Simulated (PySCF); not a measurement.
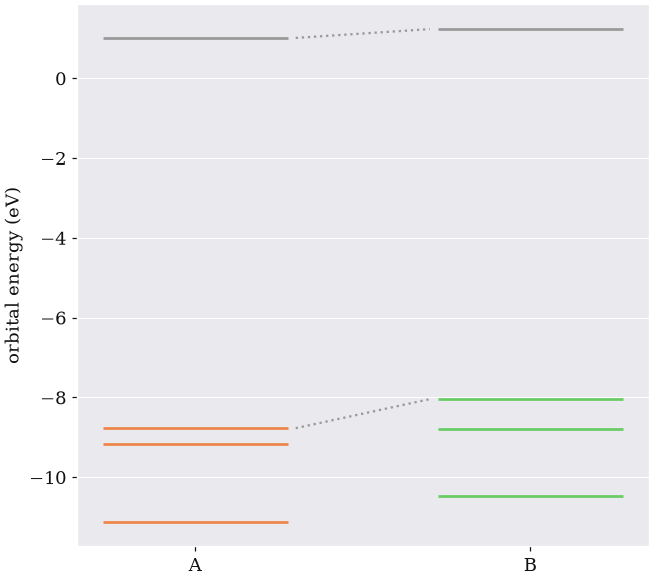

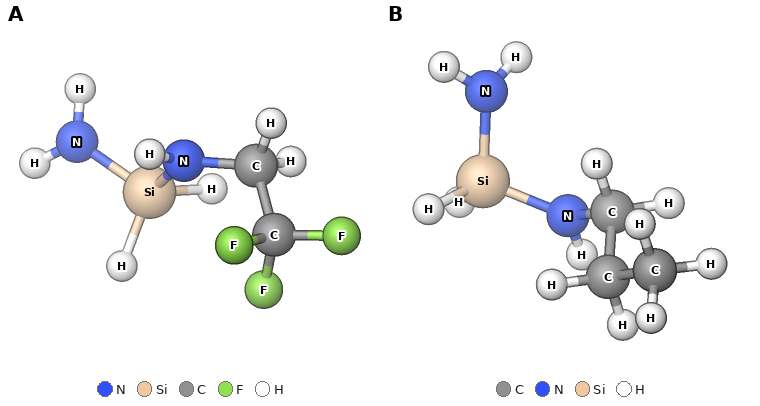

Related molecules: A is C₂H₇F₃N₂Si, SMILES N[SiH2]NCC(F)(F)F; B is C₃H₁₂N₂Si, SMILES CCCN[SiH2]N. Frontier orbital energies, CAM-B3LYP/def2-SVPD with PySCF, at a PBE0-D3(BJ)/def2-SVP geometry (no frequency check); drawn are at most three filled levels and, in grey, the LUMO with any level within 0.03 eV of it; dotted lines join the HOMOs and the LUMOs.

Question: What does the change do to the frontier levels?

Answer: From A to B the HOMO rises by 0.73 eV and the LUMO rises by 0.22 eV, so the separation goes from 9.78 to 9.28 eV.

Question: Does the ΔSCF ionisation energy follow the HOMO?

Answer: A: −ε(HOMO) 8.77, ΔSCF 9.54 eV; B: −ε(HOMO) 8.05, ΔSCF 8.73 eV.

Caveats, for all or some of the runs: empty levels above zero depend strongly on the basis; one conformer of a flexible molecule.
